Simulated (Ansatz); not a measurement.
A series of calculations on CH$_{3}$ClO$_{2}$Si

### Relaxation

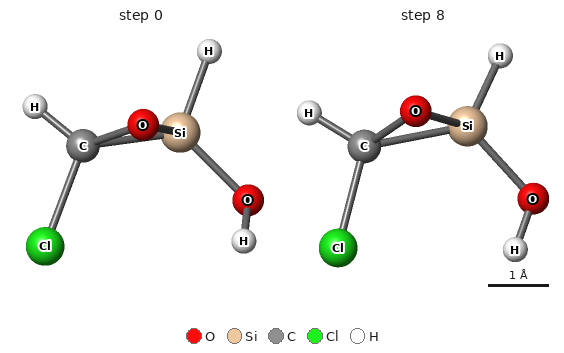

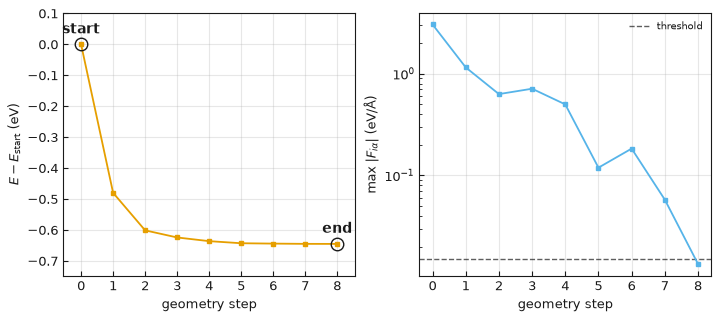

First and last geometry of a relaxation of CH3ClO2Si, with the history of the run. The picture is a ball-and-stick view, seen at a tilt.

The run prepares an end point of a later path (torsion) calculation, from a guessed geometry.

These are results of RKS PBE0-D4/def2-SVP (Ansatz 0.2.0), not measurements.

Input
```yaml
crystal:
  periodic: [false, false, false]
  atoms:
    - { symbol: O, position_ang: [-0.0566, 1.0775, 1.5419] }
    - { symbol: Si, position_ang: [0.5032, -0.1293, 0.6436] }
    - { symbol: O, position_ang: [0.6153, 0.3814, -0.9368] }
    - { symbol: C, position_ang: [-0.2406, -0.653, -0.9043] }
    - { symbol: Cl, position_ang: [-1.988, -0.2838, -1.1689] }
    - { symbol: H, position_ang: [-0.577, 1.8044, 1.0031] }
    - { symbol: H, position_ang: [1.8519, -0.6422, 1.0817] }
    - { symbol: H, position_ang: [-0.0161, -1.612, -1.3162] }
basis:
  gaussian: { orbitals: def2-SVP }
hamiltonian:
  xc: pbe0
  dispersion: d4
relax:
  f_tol: 0.015
  max_steps: 40
```

Command:
```bash
ansatz run input.yaml --threads 2 --pin off --max-ram 3072MiB --backend cpu --events-out ev --progress --plain --runs-dir out
```

### Did the run converge, and what did it change?

It converged. The energy falls by 0.645 eV in 8 geometry steps. The largest force component goes from 3 to 0.014 eV/Å. The largest move after the best rigid fit is that of H6, 0.40 Å. By element the largest moves are H 0.40 Å, O 0.29 Å, Si 0.23 Å, Cl 0.22 Å, C 0.09 Å. Near-neighbour distances that change, for instance: O3–C4 1.343 → 1.431 Å, O1–H6 1.044 → 0.966 Å, Si2–H7 1.508 → 1.471 Å, O1–Si2 1.605 → 1.638 Å. Among the angles between lasting bonds that change: Si2–C4–H8 120.5° → 131.3°, O1–Si2–O3 108.9° → 119.7°, O3–Si2–H7 108.7° → 117.8°. Groups turn about O1–Si2 by about 30°.

```
step  E − E(0), eV  largest force component, eV/Å
   0        0.0000                         3.0452
   1       -0.4796                         1.1533
   2       -0.6009                         0.6303
   3       -0.6239                         0.7118
   4       -0.6358                         0.4992
   5       -0.6426                         0.1193
   6       -0.6437                         0.1836
   7       -0.6446                         0.0579
   8       -0.6447                         0.0135
```

### Relaxation

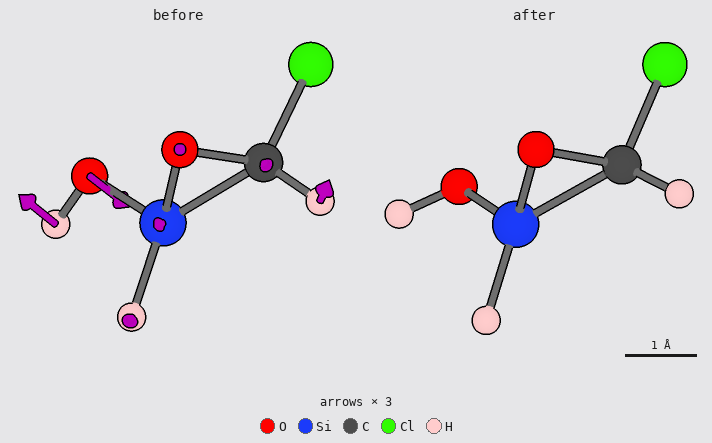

The structure of CH3ClO2Si before (left) and after (right) a relaxation, at one scale. The purple arrows give the displacements, magnified 3 times.

A ball-and-stick model, seen from a free direction.

The run prepares an end point of a later path (torsion) calculation, from a guessed geometry.

Computed with Ansatz, RKS PBE0-D4/def2-SVP. Set-up: no spin polarisation; force threshold 0.015 eV/Å; at most 40 steps.

### What changed between the two?

The largest move after the best rigid fit is that of an O atom, 0.34 Å. Largest moves by element: O 0.34 Å, H 0.29 Å, C 0.08 Å, Si 0.08 Å, Cl 0.03 Å. Near-neighbour distances that change, for instance: C–O 1.343 → 1.438 Å, H–O 1.044 → 0.961 Å, O–Si 1.605 → 1.639 Å, C–Cl 1.805 → 1.773 Å. Among the angles between lasting bonds that change: O–Si–O 108.9° → 119.3°, O–C–H 123.3° → 113.7°, Si–C–H 120.5° → 127.6°. Groups turn about O–Si by about 45°. The energy falls by 13.2 kcal/mol in 12 accepted moves (14 points after the start). The largest force component goes from 3.8 to 0.0069 eV/Å. The line search rejected the trial steps at points 8, 11 of the run.

### Path

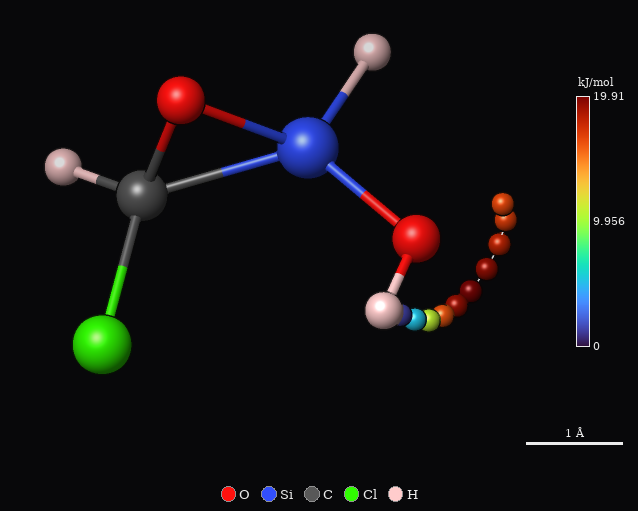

A nudged-elastic-band calculation for CH3ClO2Si. Images are numbered from 0 (start) to 10 (end). The start is drawn whole; smaller spheres mark the moving atoms (H) in the later images, joined by lines and coloured by the energy of the image relative to the start. Style: ball-and-stick. Shown at a tilt.

All numbers below come from RKS PBE0-D4/def2-SVP in Ansatz. Set-up: 9 movable images; climbing image; force threshold 0.03 eV/Å; iteration limit 59; starting path through a guess of the saddle point.

### Describe the path and its energy.

The motion is a rotation about the O–Si bond by about 195°. No bond forms or breaks between the ends. Bond angles that change up to the highest image, for instance: Si–O–H 115.2° → 120.4°, O–Si–O 119.7° → 115.4°. The energy climbs by 19.9 kJ/mol to image 6 and then falls by 3.4 kJ/mol, so the end point sits at +16.5 kJ/mol. The band converged in 11 iterations. The largest component of the band force went from 50 to 0.028 eV/Å. The climbing image converged on the top of the path. Its vibrational analysis gives one imaginary mode (244i cm⁻¹), as a transition state must have.
